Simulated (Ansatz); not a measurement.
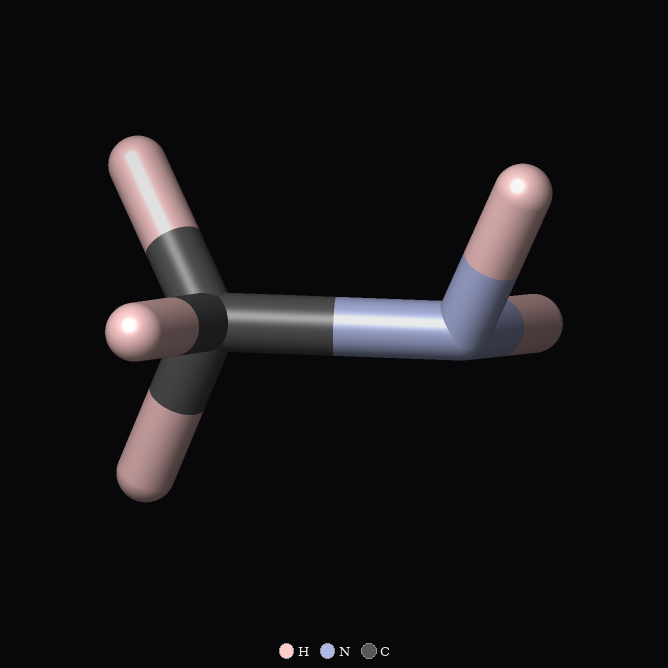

Stick drawing of a structure.

> Give the formula.

CH₅N, 7 atoms: 1 carbon, 5 hydrogen and 1 nitrogen.

> What is the point group of this geometry?

Cs.

> How many atoms are distinct by symmetry?

5: 2 H, 1 N, 1 C, 2 H, 1 H.

> Count the bonded pairs by element.

3 C–H, 2 N–H, 1 C–N. Sticks follow a distance rule.

The parts below concern this one geometry. Atoms keep their numbers from picture to picture. The computed structure is the end point of a PBE0-D4/def2-TZVP optimisation.

### Geometry

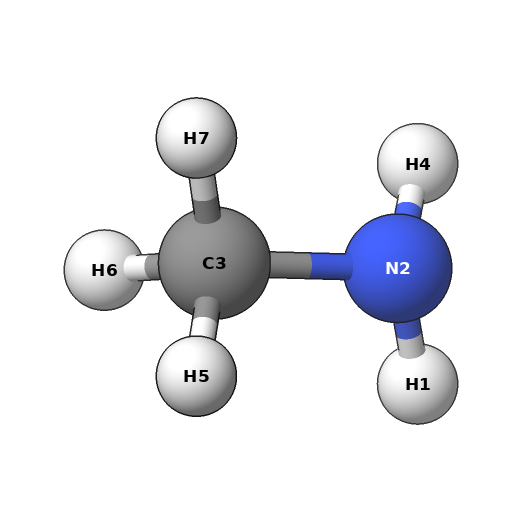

> What is the geometry at N2?

N2 has 3 neighbours (H1 at 1.01, C3 at 1.45, H4 at 1.01 Å); the arrangement is trigonal pyramidal.

> Describe the coordination of atom 3.

C3 has 4 neighbours (N2 at 1.45, H5 at 1.09, H6 at 1.10, H7 at 1.09 Å); the arrangement is tetrahedral.

### Thermal motion

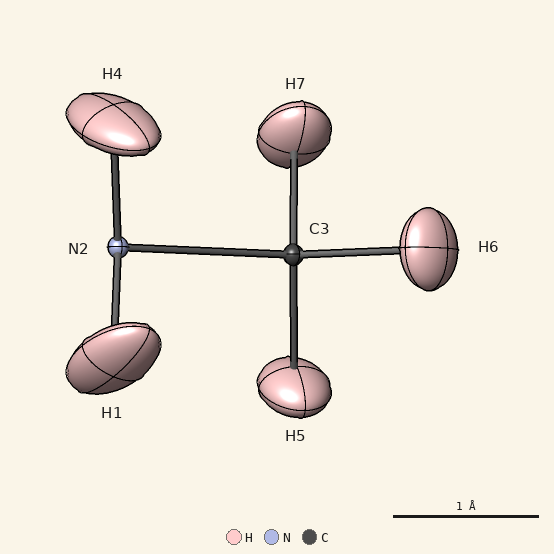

Displacement ellipsoids at the 50 % level, enlarged 1.5 times, from the internal vibrations of the free molecule (harmonic, no overall translation or rotation; no half-axis is drawn under 0.075 Å). Vibrations computed with RKS PBE0-D4/def2-TZVP (Ansatz 0.2.0). Temperature: 298 K.

> Which atom has the largest mean-square displacement?

H1, H4, with U_eq = 0.0170 Å².

> Does H4 move more along its bond or across it?

Across it: the root-mean-square amplitude is 0.068 Å along the bond and up to 0.184 Å across, since bending and torsion are softer than stretching.

Give the displacement parameters, one line for each set of equivalent atoms.

```tsv
atom	U_eq (Å²)	rms amplitudes (Å)
H1, H4	0.0170	0.067, 0.113, 0.184
N2	0.00037	0.015, 0.016, 0.025
C3	0.00044	0.017, 0.018, 0.027
H5, H7	0.0119	0.072, 0.109, 0.137
H6	0.0109	0.073, 0.109, 0.124
```

### Electronic properties

Level of theory: RKS PBE0-D4/def2-TZVP (Ansatz 0.2.0).

Computed properties:

- dipole moment: 1.35 D
- harmonic zero-point energy: 168.5 kJ/mol
- dispersion correction: −4.4 kJ/mol

### Vibrations

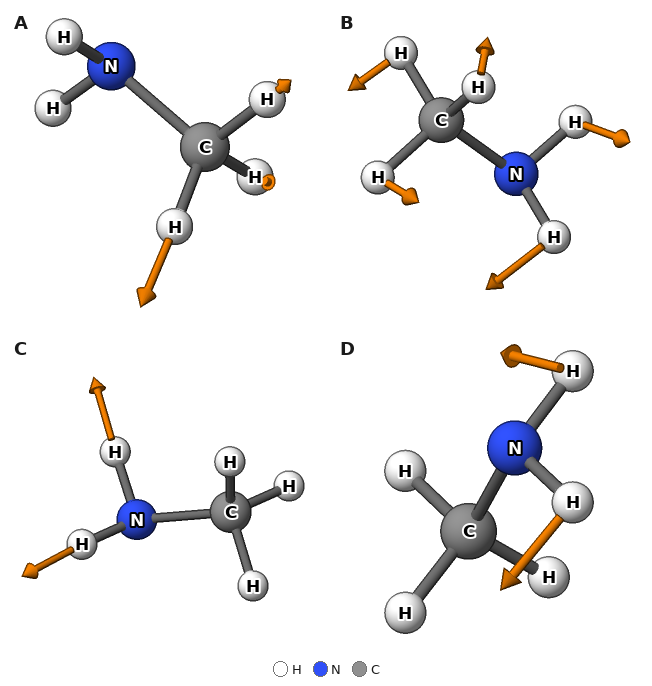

4 normal modes of one molecule or complex, as arrows. Harmonic vibrations computed with RKS PBE0-D4/def2-TZVP (Ansatz 0.2.0) at a stationary point of the same level.

> Match the panels to the wavenumbers 305 cm⁻¹, 1664 cm⁻¹, 2987 cm⁻¹, 3533 cm⁻¹.

A: 2987 cm⁻¹, C–H stretching
B: 305 cm⁻¹, a torsion or out-of-plane motion in which bond lengths and bond angles hardly change
C: 3533 cm⁻¹, in-phase stretching of 2 N–H bonds
D: 1664 cm⁻¹, H–N–H bending

### Charges

The questions are on Mulliken charges. Properties computed with RKS PBE0-D4/def2-TZVP (Ansatz 0.2.0).

List the Mulliken charges.

```
atom  value (e)
  H1       0.22
  N2      −0.52
  C3      −0.27
  H4       0.22
  H5       0.12
  H6       0.10
  H7       0.12
```

Mulliken values depend strongly on the basis set and can even reverse the polarity of a bond.
